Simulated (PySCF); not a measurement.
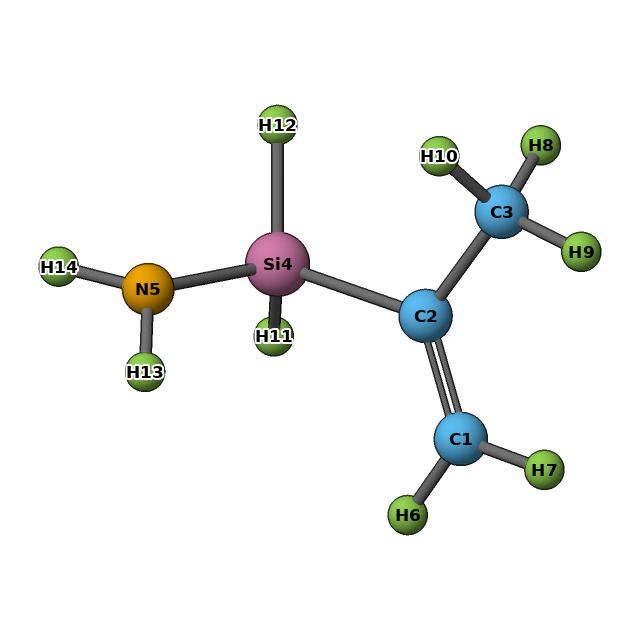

The questions are on isotropic NMR shieldings of the C atoms. The geometry was computed by an optimisation with GFN2-xTB. No frequency run is at hand to confirm it as a minimum. Level of theory: GIAO PBE0/pcSseg-1 NMR shielding, non-relativistic, gas phase (PySCF 2.14.0).

List the isotropic NMR shieldings of the C atoms.

```json
{"atom": "C1", "σ (ppm)": "53.1"}
{"atom": "C2", "σ (ppm)": "32.9"}
{"atom": "C3", "σ (ppm)": "157.7"}
```

The geometry is semi-empirical. Around Si such bond lengths and angles can be off by a tenth of an ångström or more and by several degrees, and values that hang on the shape move with them.
